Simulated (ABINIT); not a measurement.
# AlN (P6_3mc): G0W0 with ABINIT, start to end, part 2 of 3

Wanted: ground state, empty states, screening and self-energy for AlN (P6_3mc).

ABINIT 10.8.3; PBE and many-body steps on it, plane waves. Known limits of the many-body steps: not at the basis limit.

So far. Step 2 (Ground state): The gap is direct, at Γ.

The database entry behind the starting cell differs from later determinations by our own check (inner coordinate u about 0.002 short), so it need not match the best structure at ambient conditions.

## Step 3: Bands along the symmetry lines

Level of this step: DFT, PBE, plane waves, norm-conserving pseudopotentials (ABINIT).

Levels along a band path, at the cheap level, show where the edges lie and whether the meshes to come will hold them.

run.abi

```
acell 3*1.0 Angstrom
rprim 
  3.113000000011 -0.000000000003 0.000000000000
  -1.556500000003 2.695937081992 0.000000000000
  0.000000000000 0.000000000000 4.981000000000
ntypat 2
znucl 13 7
natom 4
typat 1 1 2 2
xred 
  0.333333333333 0.666666666667 0.000000000000
  0.666666666667 0.333333333333 0.500000000000
  0.333333333333 0.666666666667 0.380000000000
  0.666666666667 0.333333333333 0.880000000000
pp_dirpath "pseudos"
pseudos "Al.upf, N.upf"
ecut 36
iscf -2
irdden 1
kptopt 0
nkpt 75
kpt 
  0.00000000 0.00000000 0.00000000
  0.06250000 0.00000000 0.00000000
  0.12500000 0.00000000 0.00000000
  0.18750000 0.00000000 0.00000000
  0.25000000 0.00000000 0.00000000
  0.31250000 0.00000000 0.00000000
  0.37500000 0.00000000 0.00000000
  0.43750000 0.00000000 0.00000000
  0.50000000 0.00000000 0.00000000
  0.47916667 0.04166667 0.00000000
  0.45833333 0.08333333 0.00000000
  0.43750000 0.12500000 0.00000000
  0.41666666 0.16666666 0.00000000
  0.39583333 0.20833333 0.00000000
  0.37500000 0.25000000 0.00000000
  0.35416666 0.29166666 0.00000000
  0.33333333 0.33333333 0.00000000
  0.29166666 0.29166666 0.00000000
  0.25000000 0.25000000 0.00000000
  0.20833333 0.20833333 0.00000000
  0.16666666 0.16666666 0.00000000
  0.12500000 0.12500000 0.00000000
  0.08333333 0.08333333 0.00000000
  0.04166667 0.04166667 0.00000000
  0.00000000 0.00000000 0.00000000
  0.00000000 0.00000000 0.06250000
  0.00000000 0.00000000 0.12500000
  0.00000000 0.00000000 0.18750000
  0.00000000 0.00000000 0.25000000
  0.00000000 0.00000000 0.31250000
  0.00000000 0.00000000 0.37500000
  0.00000000 0.00000000 0.43750000
  0.00000000 0.00000000 0.50000000
  0.06250000 0.00000000 0.50000000
  0.12500000 0.00000000 0.50000000
  0.18750000 0.00000000 0.50000000
  0.25000000 0.00000000 0.50000000
  0.31250000 0.00000000 0.50000000
  0.37500000 0.00000000 0.50000000
  0.43750000 0.00000000 0.50000000
  0.50000000 0.00000000 0.50000000
  0.47916667 0.04166667 0.50000000
  0.45833333 0.08333333 0.50000000
  0.43750000 0.12500000 0.50000000
  0.41666666 0.16666666 0.50000000
  0.39583333 0.20833333 0.50000000
  0.37500000 0.25000000 0.50000000
  0.35416666 0.29166666 0.50000000
  0.33333333 0.33333333 0.50000000
  0.29166666 0.29166666 0.50000000
  0.25000000 0.25000000 0.50000000
  0.20833333 0.20833333 0.50000000
  0.16666666 0.16666666 0.50000000
  0.12500000 0.12500000 0.50000000
  0.08333333 0.08333333 0.50000000
  0.04166667 0.04166667 0.50000000
  0.00000000 0.00000000 0.50000000
  0.50000000 0.00000000 0.50000000
  0.50000000 0.00000000 0.43750000
  0.50000000 0.00000000 0.37500000
  0.50000000 0.00000000 0.31250000
  0.50000000 0.00000000 0.25000000
  0.50000000 0.00000000 0.18750000
  0.50000000 0.00000000 0.12500000
  0.50000000 0.00000000 0.06250000
  0.50000000 0.00000000 0.00000000
  0.33333333 0.33333333 0.50000000
  0.33333333 0.33333333 0.43750000
  0.33333333 0.33333333 0.37500000
  0.33333333 0.33333333 0.31250000
  0.33333333 0.33333333 0.25000000
  0.33333333 0.33333333 0.18750000
  0.33333333 0.33333333 0.12500000
  0.33333333 0.33333333 0.06250000
  0.33333333 0.33333333 0.00000000
istwfk *1
nband 19
nbdbuf 6
tolwfr 1e-07
nstep 50
prtwf 0
prtvol 0
indata_prefix "in"
outdata_prefix "out"
tmpdata_prefix "tmp"
```

Started as:

```bash
$ OMP_NUM_THREADS=1 mpirun -n 8 abinit run.abi > log
```

Numbers of over 12 decimals in the logs are rounded to 6 here.

What it wrote:

```text
.Version 10.8.3 of ABINIT. v10.8.2 released Aug 2026.

 Symmetries : space group P6_3 m c (#186); Bravais hP (primitive hexag.)
[... echo of the input left out ...]
== DATASET  1 ==================================================================
-   mpi_nproc: 8, omp_nthreads: 1 (-1 if OMP is not activated)

--- !DatasetInfo
iteration_state: {dtset: 1, }
dimensions: {natom: 4, nkpt: 75, mband: 19, nsppol: 1, nspinor: 1, nspden: 1, mpw: 2937, }
cutoff_energies: {ecut:  36.0, pawecutdg:  -1.0, }
electrons: {nelect:   1.60000000E+01, charge:   0.00000000E+00, occopt:   1.00000000E+00, tsmear:   1.00000000E-02, }

 Real(R)+Recip(G) space primitive vectors, cartesian coordinates (Bohr,Bohr^-1):
 R(1)=  5.8827174  0.0000000  0.0000000  G(1)=  0.1699895  0.0981435  0.0000000
 R(2)= -2.9413587  5.0945827  0.0000000  G(2)=  0.0000000  0.1962869  0.0000000
 R(3)=  0.0000000  0.0000000  9.4127258  G(3)=  0.0000000  0.0000000  0.1062392
 Unit cell volume ucvol=  2.8209931E+02 bohr^3
 Angles (23,13,12)=  9.00000000E+01  9.00000000E+01  1.20000000E+02 degrees

 getcut: wavevector=  0.0000  0.0000  0.0000  ngfft=  32  32  54
         ecut(hartree)=     36.000   => boxcut(ratio)=   2.01398

--- Pseudopotential description ------------------------------------------------
- Al Generated using ONCVPSP code by D. R. Hamann
- 13.00000   3.00000  171031                  znucl, zion, pspdat
12 -101130 2 -1 1876                          pspcod,pspxc,lmax,lloc,mmax
     nproj     2     2     2
  pspatm : epsatm=    4.08140545
         --- l  ekb(1:nproj) -->
             0    5.126667    0.728291
             1    7.287548    0.832437
             2   -2.770497   -0.637722
 pspatm: atomic psp has been read  and splines computed

- N Generated using ONCVPSP code by D. R. Hamann
-  7.00000   5.00000  171031                  znucl, zion, pspdat
12 -101130 1 -1 1058                          pspcod,pspxc,lmax,lloc,mmax
     nproj     2     2     0
  pspatm : epsatm=    5.20977870
         --- l  ekb(1:nproj) -->
[...]
pspatm: atomic psp has been read  and splines computed

--------------------------------------------------------------------------------

================================================================================
 prteigrs : about to open file out_EIG
 Non-SCF case, kpt    1 (  0.00000  0.00000  0.00000), residuals and eigenvalues=
  1.20E-08  9.49E-08  8.91E-08  2.07E-08  3.40E-08  5.82E-08  8.24E-08  3.48E-08
  9.08E-09  2.99E-08  3.61E-08  4.49E-08  9.69E-08  7.15E-08  5.79E-08  3.96E-08
[...]
-3.6127E-01 -2.8223E-01 -2.4254E-02  1.6476E-01  1.6476E-01  1.8869E-01
  1.8869E-01  1.9530E-01  3.5040E-01  4.4063E-01  5.8456E-01  6.0656E-01
  6.0656E-01  6.7958E-01  6.7973E-01  6.7973E-01  7.2946E-01  7.2946E-01
  7.3973E-01
 Non-SCF case, kpt    2 (  0.06250  0.00000  0.00000), residuals and eigenvalues=
[...]
7.7248E-01
 Non-SCF case, kpt    3 (  0.12500  0.00000  0.00000), residuals and eigenvalues=
[...]
8.0526E-01
[...]
Non-SCF case, kpt   74 (  0.33333  0.33333  0.06250), residuals and eigenvalues=
[...]
8.8144E-01
 Non-SCF case, kpt   75 (  0.33333  0.33333  0.00000), residuals and eigenvalues=
[...]
1.0816E-01  1.0816E-01  3.8180E-01  5.0314E-01  5.5167E-01  5.5167E-01
  6.1993E-01  6.1993E-01  6.7792E-01  7.3407E-01  7.3407E-01  8.8212E-01
  8.8705E-01

--- !ResultsGS
iteration_state: {dtset: 1, }
comment   : Summary of ground state results
lattice_vectors:
- [  5.8827174,  -0.0000000,   0.0000000, ]
- [ -2.9413587,   5.0945827,   0.0000000, ]
- [  0.0000000,   0.0000000,   9.4127258, ]
lattice_lengths: [   5.88272,    5.88272,    9.41273, ]
lattice_angles: [ 90.000,  90.000, 120.000, ] # degrees, (23, 13, 12)
lattice_volume:   2.8209931E+02
convergence: {deltae:  0.000E+00, res2:  0.000E+00, residm:  9.989E-08, diffor:  0.000E+00, }
etotal    :  -2.55880884E+01
entropy   :   0.00000000E+00
fermie    :   1.95302428E-01
cartesian_stress_tensor: null
pressure_GPa: null
xred      :
- [  3.3333E-01,   6.6667E-01,   1.1102E-16, Al]
- [  6.6667E-01,   3.3333E-01,   5.0000E-01, Al]
- [  3.3333E-01,   6.6667E-01,   3.8000E-01,  N]
- [  6.6667E-01,   3.3333E-01,   8.8000E-01,  N]
cartesian_forces: null
force_length_stats: {min: null, max: null, mean: null, }

 Integrated electronic density in atomic spheres:
 ------------------------------------------------
 Atom  Sphere_radius  Integrated_density
[...]
================================================================================

 ----iterations are completed or convergence reached----

 Mean square residual over all n,k,spin=   44.902E-09; max=  99.889E-09
 reduced coordinates (array xred) for    4 atoms
[...]
cartesian coordinates (angstrom) at end:
    1      1.67e-12     1.797291     0.000000
    2      1.556500     0.898646     2.490500
    3      1.67e-12     1.797291     1.892780
    4      1.556500     0.898646     4.383280
 length scales=  1.889726125908  1.889726125908  1.889726125908 bohr
              =  1.000000000000  1.000000000000  1.000000000000 angstroms
 prteigrs : about to open file out_EIG
 Eigenvalues (hartree) for nkpt=  75  k points:
 kpt#   1, nband= 19, wtk=  1.00000, kpt=  0.0000  0.0000  0.0000 (reduced coord)
[...]
kpt#   2, nband= 19, wtk=  1.00000, kpt=  0.0625  0.0000  0.0000 (reduced coord)
[...]
kpt#   3, nband= 19, wtk=  1.00000, kpt=  0.1250  0.0000  0.0000 (reduced coord)
[...]
kpt#  74, nband= 19, wtk=  1.00000, kpt=  0.3333  0.3333  0.0625 (reduced coord)
[...]
0.73645    0.88113    0.88144
 kpt#  75, nband= 19, wtk=  1.00000, kpt=  0.3333  0.3333  0.0000 (reduced coord)
  -0.26958   -0.26958    0.01933    0.05738    0.05738    0.10651    0.10816    0.10816
   0.38180    0.50314    0.55167    0.55167    0.61993    0.61993    0.67792    0.73407
   0.73407    0.88212    0.88705

== END DATASET(S) ==============================================================
================================================================================

 -outvars: echo values of variables after computation  --------
            nband          19
             nkpt          75
          spgroup         186
 [... the other variables as echoed above ...]

 Calculation completed.
```

Run time: 11 s. Hardware: 8 MPI ranks of Arm Neoverse N1, shared host; peak memory 0.52 GiB.

Numbers from this step:

| Property | Result |
| --- | --- |
| gap | 4.220 eV |
| k of the valence top | 0, 0, 0 |
| k of the conduction bottom | 0, 0, 0 |
| least direct gap | 4.220 eV |

The gap is 4.220 eV, as in the run before at this level.

The electronic bands at the labelled points (eV, zero at the top of the highest filled band; v1 is the highest filled band, c1 the lowest empty one):

| point | v4 | v3 | v2 | v1 | c1 | c2 | c3 | c4 |
| --- | --- | --- | --- | --- | --- | --- | --- | --- |
| Γ | -0.83 | -0.18 | -0.18 | 0.00 | 4.22 | 6.68 | 10.59 | 11.19 |
| M | -3.33 | -2.06 | -1.77 | -0.66 | 5.83 | 5.84 | 8.21 | 10.30 |
| K | -3.75 | -2.42 | -2.37 | -2.37 | 5.07 | 8.38 | 9.70 | 9.70 |
| Γ | -0.83 | -0.18 | -0.18 | 0.00 | 4.22 | 6.68 | 10.59 | 11.19 |
| A | -0.51 | -0.51 | -0.51 | -0.51 | 6.47 | 6.47 | 10.35 | 10.35 |
| L | -1.44 | -1.44 | -1.35 | -1.35 | 5.34 | 5.34 | 9.32 | 9.32 |
| H | -3.83 | -3.83 | -0.78 | -0.78 | 7.44 | 7.44 | 7.88 | 7.88 |
| A | -0.51 | -0.51 | -0.51 | -0.51 | 6.47 | 6.47 | 10.35 | 10.35 |
| jump to L | -1.44 | -1.44 | -1.35 | -1.35 | 5.34 | 5.34 | 9.32 | 9.32 |
| M | -3.33 | -2.06 | -1.77 | -0.66 | 5.83 | 5.84 | 8.21 | 10.30 |
| jump to H | -3.83 | -3.83 | -0.78 | -0.78 | 7.44 | 7.44 | 7.88 | 7.88 |
| K | -3.75 | -2.42 | -2.37 | -2.37 | 5.07 | 8.38 | 9.70 | 9.70 |

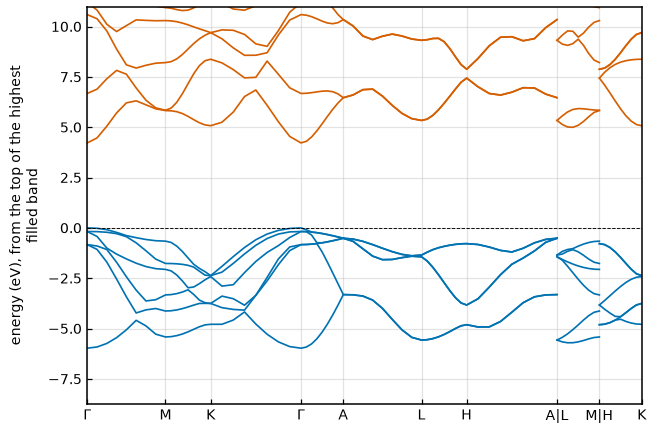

Electronic bands along the path; lines of filled and empty bands in two colours.

## Step 4: Empty states on the mesh, 6×6×4 mesh, 217 bands

The sums over transitions need many empty states on a uniform mesh; this step solves for them.

run.abi

```
acell 3*1.0 Angstrom
rprim 
  3.113000000011 -0.000000000003 0.000000000000
  -1.556500000003 2.695937081992 0.000000000000
  0.000000000000 0.000000000000 4.981000000000
ntypat 2
znucl 13 7
natom 4
typat 1 1 2 2
xred 
  0.333333333333 0.666666666667 0.000000000000
  0.666666666667 0.333333333333 0.500000000000
  0.333333333333 0.666666666667 0.380000000000
  0.666666666667 0.333333333333 0.880000000000
pp_dirpath "pseudos"
pseudos "Al.upf, N.upf"
ecut 36
ngkpt 6 6 4
nshiftk 1
shiftk 0 0 0
kptopt 1
chksymbreak 0
irdden 1
istwfk *1
nband 217
prtvol 0
optdriver 6
gwr_task "HDIAGO"
paral_kgb 0
occopt 1
indata_prefix "in"
outdata_prefix "out"
tmpdata_prefix "tmp"
```

What it wrote:

```text
[banner, memory and clock lines left out]
.Version 10.8.3 of ABINIT. v10.8.2 released Aug 2026.

 Symmetries : space group P6_3 m c (#186); Bravais hP (primitive hexag.)
[... echo of the input left out ...]
== DATASET  1 ==================================================================
-   mpi_nproc: 8, omp_nthreads: 1 (-1 if OMP is not activated)

--- !DatasetInfo
iteration_state: {dtset: 1, }
dimensions: {natom: 4, nkpt: 21, mband: 217, nsppol: 1, nspinor: 1, nspden: 1, mpw: 2934, }
cutoff_energies: {ecut:  36.0, pawecutdg:  -1.0, }
electrons: {nelect:   1.60000000E+01, charge:   0.00000000E+00, occopt:   1.00000000E+00, tsmear:   1.00000000E-02, }

.Using double precision arithmetic; gwpc =  8

- Reading GS density from: in_DEN

--- Pseudopotential description ------------------------------------------------
- Al Generated using ONCVPSP code by D. R. Hamann
- 13.00000   3.00000  171031                  znucl, zion, pspdat
12 -101130 2 -1 1876                          pspcod,pspxc,lmax,lloc,mmax
     nproj     2     2     2
  pspatm : epsatm=    4.08140545
         --- l  ekb(1:nproj) -->
             0    5.126667    0.728291
             1    7.287548    0.832437
             2   -2.770497   -0.637722
 pspatm: atomic psp has been read  and splines computed

- N Generated using ONCVPSP code by D. R. Hamann
-  7.00000   5.00000  171031                  znucl, zion, pspdat
12 -101130 1 -1 1058                          pspcod,pspxc,lmax,lloc,mmax
     nproj     2     2     0
  pspatm : epsatm=    5.20977870
         --- l  ekb(1:nproj) -->
             0    7.494509    0.636305
             1   -4.293905   -1.006988
 pspatm: atomic psp has been read  and splines computed

   2.97317893E+02                                ecore*ucvol(ha*bohr**3)

 Total charge density [el/Bohr^3]
)     Maximum=    5.3940E-01  at reduced coord.    0.7813    0.4063    0.8889
)     Minimum=    1.6705E-03  at reduced coord.    0.3125    0.6563    0.0000
   Integrated=    1.6000E+01

 === KS gaps after direct diagonalization ===
 Direct band gap semiconductor
 Fundamental gap:     4.220 (eV)
   VBM:     5.314 (eV) at k: [ 0.0000E+00,  0.0000E+00,  0.0000E+00]
   CBM:     9.535 (eV) at k: [ 0.0000E+00,  0.0000E+00,  0.0000E+00]
 Direct gap:         4.220 (eV) at k: [ 0.0000E+00,  0.0000E+00,  0.0000E+00]

== END DATASET(S) ==============================================================

 -outvars: echo values of variables after computation  --------
           etotal      0.0000000000E+00
            nband         217
             nkpt          21
          spgroup         186
 [... the other variables as echoed above ...]

 Calculation completed.
```

Run time: 92 s. Hardware: 8 MPI ranks; peak memory 4.1 GiB.

This step gave:

```yaml
gap: 4.220 eV
k_of_the_valence_top: 0, 0, 0
k_of_the_conduction_bottom: 0, 0, 0
least_direct_gap: 4.220 eV
k_points_computed: 21
lowest_point_of_the_top_converged_band_above_the_valence_top: 147.5304 eV
```

On this mesh the gap is 4.220 eV.

## Step 5: Screening, 6×6×4 mesh, 209 bands, screening to 277.6 eV

The RPA dielectric matrix is built and inverted for each q.

This step: RPA screening on PBE, plane waves, norm-conserving pseudopotentials.

run.abi: that of step 4 with these lines changed.

```diff
@@ -22,10 +22,11 @@
 chksymbreak 0
-irdden 1
 istwfk *1
-nband 217
-prtvol 0
-optdriver 6
-gwr_task "HDIAGO"
-paral_kgb 0
 occopt 1
+irdwfk 1
+optdriver 3
+nband 209
+ecuteps 10.2
+inclvkb 2
+awtr 1
+symchi 1
 indata_prefix "in"
```

What it wrote:

```text
.Version 10.8.3 of ABINIT. v10.8.2 released Aug 2026.

 Symmetries : space group P6_3 m c (#186); Bravais hP (primitive hexag.)
[... echo of the input left out ...]
== DATASET  1 ==================================================================
-   mpi_nproc: 8, omp_nthreads: 1 (-1 if OMP is not activated)

--- !DatasetInfo
iteration_state: {dtset: 1, }
dimensions: {natom: 4, nkpt: 21, mband: 209, nsppol: 1, nspinor: 1, nspden: 1, mpw: 2934, }
cutoff_energies: {ecut:  36.0, pawecutdg:  -1.0, }
electrons: {nelect:   1.60000000E+01, charge:   0.00000000E+00, occopt:   1.00000000E+00, tsmear:   1.00000000E-02, }

 SCREENING: Calculation of the susceptibility and dielectric matrices

 Based on a program developped by R.W. Godby, V. Olevano, G. Onida, and L. Reining.
 Incorporated in ABINIT by V. Olevano, G.-M. Rignanese, and M. Torrent.
.Using double precision arithmetic ; gwpc =  8

[... cell and pseudopotentials left out ...]
--------------------------------------------------------------------------------

 ==== K-mesh for the wavefunctions ====
 Number of points in the irreducible wedge :    21
[... list of points left out ...]
 Together with 12 symmetry operations and time-reversal symmetry
 yields   144 points in the full Brillouin Zone.

 ==== Q-mesh for the screening function ====
 Number of points in the irreducible wedge :    21
[... list of points left out ...]
 Together with 12 symmetry operations and time-reversal symmetry
 yields   144 points in the full Brillouin Zone.

 setmesh: FFT mesh size selected  =    24x   24x   40
          total number of points  =        23040

 vcoul_init : cutoff-mode = AUXILIARY_FUNCTION
 q-points for optical limit:   1
     1)      0.000010    0.000020    0.000030

- screening: taking advantage of time-reversal symmetry
- Maximum band index for partially occupied states nbvw = 8
- Remaining bands to be divided among processors   nbcw = 201
- Number of bands treated by each node ~25

 Number of electrons calculated from density =   16.0000; Expected =   16.0000
 average of density, n =  0.056718
 r_s =    1.6146
 omega_plasma =   22.9728 [eV]

 calculating chi0 at frequencies [eV] :
  1    0.000000E+00    0.000000E+00
  2    0.000000E+00    2.297283E+01

--------------------------------------------------------------------------------
  q-point number  1        q = ( 0.000000, 0.000000, 0.000000) [r.l.u.]
--------------------------------------------------------------------------------
[... chi0 elements left out ...]
 For q-point:  0.000010 0.000020 0.000030
  dielectric constant =   4.2117
  dielectric constant without local fields =   4.6427

  Average fulfillment of the sum rule on Im[epsilon] for q-point    1 :     91.40  [%]
[... wings left out ...]
  q-point number  2        q = ( 0.166667, 0.000000, 0.000000) [r.l.u.]
--------------------------------------------------------------------------------
[... chi0 elements left out ...]
  Average fulfillment of the sum rule on Im[epsilon] for q-point    2 :     95.41  [%]

 [... 19 further q-points ...]
```

It took 8.8 min on 8 MPI ranks; peak memory 3 GiB; 70 min of CPU time.

Numbers from this step:

```yaml
eps_infinity_with_local_fields_on_this_mesh_along_the_program_s_q_direction: 4.212
the_same_without_local_fields: 4.643
plasma_frequency: 22.97 eV
plane_waves_in_the_screening_matrix: 439
```

Local fields lower ε∞ by 9 %.

[end of part 2 of 3]

[Paths, hosts, dates, memory and timing lines, banners, echoed tables and standing remarks are left out of the program output.]

[Logs are printed without paths, hosts, clocks, repeated set-up lines and the standing remarks that a program may print on its own settings, such as how far it seeks lower states.]

[Runs of the session that timed out or met a known fault of the program may be left out.]

[Hosts, paths, dates, database ids (printed as entryN), source tags and the programs' standing remarks are cut or masked in the printed files.]

[G0W0 gaps are taken among the corrected bands and points alone; a level outside them can change the order at an edge.]

[Where Ansatz stands beside ABINIT at settings called matched, ABINIT's density can come from a denser mesh and the files from another edition; pairs whose starting gaps differed by over 0.03 eV were left out, so agreement reads better than it is.]
